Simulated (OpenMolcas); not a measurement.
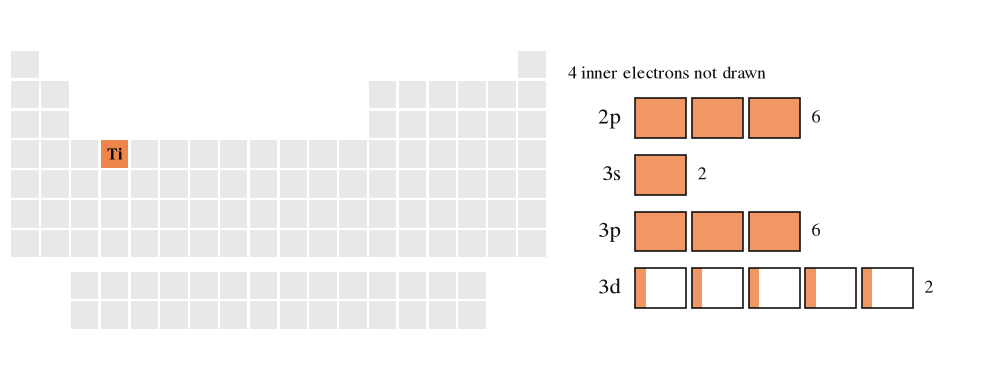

Fig. 1: Left, the place of titanium in the periodic table; right, the outer shells of the leading configuration of the lowest level: a box for each of the 2l + 1 orbitals, shaded by the share of the shell that is filled, with the electron count at the right.

**Ti²⁺ complex: multiconfigurational calculation**

System: Ti²⁺ with 6 ligands (S; octahedron, 2.64 Å), neutralised by 6 outer point charges of +1.7 e, whose field is part of the energies.
Method: state-averaged SS-CASPT2, IPEA shift 0.5, imaginary shift 0.1 hartree, closed shells 3s 3p of the metal and the valence shells of the ligands correlated, active space 2 electrons in the shell 3d, basis ANO-RCC-VTZP on the metal and ANO-RCC-VDZP on the ligands, DKH2 scalar Hamiltonian, spin-orbit coupling by RASSI with atomic mean-field integrals (OpenMolcas).

## Output (extracts)
```
--- CASPT2 ---
Orbital specifications:
      -----------------------

      Symmetry species                           1   2
                                                ag  au
      Frozen orbitals                           17  18
      Inactive orbitals                         13  15
      Active orbitals                            5   0
      Secondary orbitals                        49  50
      Deleted orbitals                           0   0
      Number of basis functions                 84  83
Type of calculation                        SS-CASPT2
      Fock operator                              state-specific
      IPEA shift                                 0.50
      Real shift                                 0.00
      Imaginary shift                            0.10
      The input orbitals will be transformed to quasi-canonical
Reference energy:       -3250.7687752045
      E2 (Non-variational):      -1.2349111787
      Shift correction:          -0.0030368398
      E2 (Variational):          -1.2379480185
      Total energy:           -3252.0067232230
      Residual norm:              0.0000001964
      Reference weight:           0.64333
      Contributions to the CASPT2 correlation energy
      Active & Virtual Only:         -0.0068518952
      One Inactive Excited:          -0.1212484913
      Two Inactive Excited:          -1.1068107922
Reference energy:       -3250.7687752045
      E2 (Non-variational):      -1.2349230006
      Shift correction:          -0.0030370638
      E2 (Variational):          -1.2379600644
      Total energy:           -3252.0067352688
      Residual norm:              0.0000001960
      Reference weight:           0.64333
      Contributions to the CASPT2 correlation energy
      Active & Virtual Only:         -0.0068518389
      One Inactive Excited:          -0.1212604906
      Two Inactive Excited:          -1.1068106711
::    CASPT2 Root  1     Total energy:  -3252.00672322
::    CASPT2 Root  2     Total energy:  -3252.00673527
::    CASPT2 Root  3     Total energy:  -3252.00680344
::    CASPT2 Root  4     Total energy:  -3252.00148505
::    CASPT2 Root  5     Total energy:  -3252.00143481
::    CASPT2 Root  6     Total energy:  -3252.00119491
::    CASPT2 Root  7     Total energy:  -3251.99516952
::    CASPT2 Root  8     Total energy:  -3251.96051218
::    CASPT2 Root  9     Total energy:  -3251.96051236
::    CASPT2 Root 10     Total energy:  -3251.96050736
--- CASPT2 ---
Orbital specifications:
      -----------------------

      Symmetry species                           1   2
                                                ag  au
      Frozen orbitals                           17  18
      Inactive orbitals                         13  15
      Active orbitals                            5   0
      Secondary orbitals                        49  50
      Deleted orbitals                           0   0
      Number of basis functions                 84  83
Type of calculation                        SS-CASPT2
      Fock operator                              state-specific
      IPEA shift                                 0.50
      Real shift                                 0.00
      Imaginary shift                            0.10
      The input orbitals will be transformed to quasi-canonical
Reference energy:       -3250.7205845266
      E2 (Non-variational):      -1.2544074742
      Shift correction:          -0.0032838659
      E2 (Variational):          -1.2576913401
      Total energy:           -3251.9782758667
      Residual norm:              0.0000001579
      Reference weight:           0.63626
      Contributions to the CASPT2 correlation energy
      Active & Virtual Only:         -0.0173410008
      One Inactive Excited:          -0.1237025299
      Two Inactive Excited:          -1.1133639435
Reference energy:       -3250.7205845258
      E2 (Non-variational):      -1.2545379911
      Shift correction:          -0.0032973859
      E2 (Variational):          -1.2578353770
      Total energy:           -3251.9784199028
      Residual norm:              0.0000001669
      Reference weight:           0.63607
      Contributions to the CASPT2 correlation energy
      Active & Virtual Only:         -0.0174521464
      One Inactive Excited:          -0.1237168270
      Two Inactive Excited:          -1.1133690176
::    CASPT2 Root  1     Total energy:  -3251.97827587
::    CASPT2 Root  2     Total energy:  -3251.97841990
::    CASPT2 Root  3     Total energy:  -3251.97841507
::    CASPT2 Root  4     Total energy:  -3251.97787830
::    CASPT2 Root  5     Total energy:  -3251.97793498
::    CASPT2 Root  6     Total energy:  -3251.95177938
::    CASPT2 Root  7     Total energy:  -3251.95257346
::    CASPT2 Root  8     Total energy:  -3251.95280536
::    CASPT2 Root  9     Total energy:  -3251.95051285
::    CASPT2 Root 10     Total energy:  -3251.95062017
::    CASPT2 Root 11     Total energy:  -3251.95046029
::    CASPT2 Root 12     Total energy:  -3251.95377279
::    CASPT2 Root 13     Total energy:  -3251.95369357
::    CASPT2 Root 14     Total energy:  -3251.95430204
::    CASPT2 Root 15     Total energy:  -3251.88298106
```

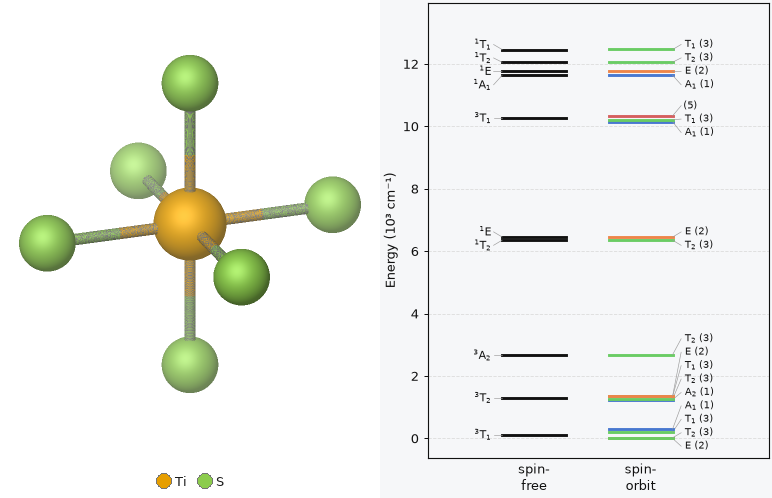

Fig. 2: Ti²⁺ (3d²) with 6 ligands, S²⁻, at 2.64 Å (arrangement: octahedron, Oh), neutralised by outer point charges of +1.7 e, and its levels. Labels give the representation in O, Td, D4 or D3 as the site allows (double group for half-integer spin) where it could be assigned and, in brackets, the degeneracy; spin-free states, where drawn, share the zero of the spin-orbit levels. The ground level is E, doubly degenerate, 100 % from states of spin multiplicity 3. Its principal g values are all close to zero. The next level lies at 21 cm⁻¹ (T₂). The lowest spin-free state is ³T₁, from the free-ion F term; of the same spin there follow at 1,180 cm⁻¹ (³T₂), 2,540 cm⁻¹ (³A₂) and 10,100 cm⁻¹ (³T₁) above it.

## Input file
```
&GATEWAY
Coord
7

Ti 0.0 0.0 0.0
S 2.640000 0.000000 0.000000
S 0.000000 2.640000 0.000000
S -2.640000 0.000000 0.000000
S 0.000000 -2.640000 0.000000
S 0.000000 0.000000 2.640000
S 0.000000 0.000000 -2.640000
Basis=Ti.ANO-RCC-VTZP,S.ANO-RCC-VDZP
Group=XYZ
NoMove
AngMom=0.0 0.0 0.0
AMFI
RICD
XField
3 Angstrom 0
5.040000 0.000000 0.000000 1.666667
0.000000 5.040000 0.000000 1.666667
0.000000 0.000000 5.040000 1.666667
&SEWARD
&RASSCF
FileOrb=start.orb
Symmetry=1
Spin=3
nActEl=2 0 0
Inactive=30 33
Ras2=5 0
CIRoot=10 10 1
SDav=10
CIMx=300
Iter=150 100
PrWF=0.3
OrbListing=Nothing
MaxOrb=0
LevShft=1.0
>>> COPY $Project.JobIph JOB001
&RASSCF
FileOrb=start.orb
Symmetry=1
Spin=1
nActEl=2 0 0
Inactive=30 33
Ras2=5 0
CIRoot=15 15 1
SDav=15
CIMx=300
Iter=150 100
PrWF=0.3
OrbListing=Nothing
MaxOrb=0
LevShft=1.0
>>> COPY $Project.JobIph JOB002
&RASSI
NrOfJobIphs=2 10 15
1 2 3 4 5 6 7 8 9 10
1 2 3 4 5 6 7 8 9 10 11 12 13 14 15
IphNames
JOB001
JOB002
EJob
SpinOrbit
DIPRint=1.0
SOCoupling=1000.0
Subsets=2
Property=9
'ANGMOM' 1 'ANGMOM' 2 'ANGMOM' 3 'MLTPL  1' 1 'MLTPL  1' 2 'MLTPL  1' 3
'AMFI' 1 'AMFI' 2 'AMFI' 3
SOProperty=3
'ANGMOM' 1 'ANGMOM' 2 'ANGMOM' 3
>>> COPY JOB001 $Project.JobIph
&CASPT2
Multistate=10 1 2 3 4 5 6 7 8 9 10
NoMult
Frozen=17 18
IPEA=0.5
Imaginary=0.1
MaxIter=60
WThr=0.0 0.3 0.05
PrWF=0.5
NoMix
>>> COPY JOB002 $Project.JobIph
&CASPT2
Multistate=15 1 2 3 4 5 6 7 8 9 10 11 12 13 14 15
NoMult
Frozen=17 18
IPEA=0.5
Imaginary=0.1
MaxIter=60
WThr=0.0 0.3 0.05
PrWF=0.5
NoMix
```

The file start.orb holds starting orbitals from an earlier step. A driver script formed the levels outside the program, from RASSI's spin-orbit matrix and the CASPT2 energies (for multi-state variants, the effective Hamiltonian), averaged over the components of each term or state. The log and the time are those of the CASPT2 step.

Launched with:
```bash
OMP_NUM_THREADS=1 MOLCAS_MEM=2457 MOLCAS_PROJECT=a pymolcas a.inp > a.log  # once for each step of the input, in one work folder
```

## Results in brief

```
                                 quantity                                                                 value
                                  outcome              converged; degenerate states are split by up to 225 cm⁻¹
      energy of the lowest spin-free term                                                   −3252.00675 hartree
    energy of the lowest spin-orbit level                                                   −3252.00732 hartree
                CASPT2 correlation energy                                                       −1.2380 hartree
largest spread among components of a term                                                            225.2 cm⁻¹
                  lowest reference weight                                                                 0.627
                                 hardware  1 thread of Arm Neoverse V1, 24 GiB of memory available, shared host
                                wall time                                                                 2 min
                              peak memory                                                               0.2 GiB
```

## Remarks

The components of ¹T2, which symmetry makes degenerate, are split by 225 cm⁻¹ in CASPT2, and those of 1 more by over 50 cm⁻¹. This is an artefact; the levels of such states rest on averages and are uncertain by about as much. Caveats: covalent bonds, ligand orbitals missing from the active space; bare point charges leave oxide and sulfide ligands too diffuse, field too small; distances are set from ionic radii, not optimised.
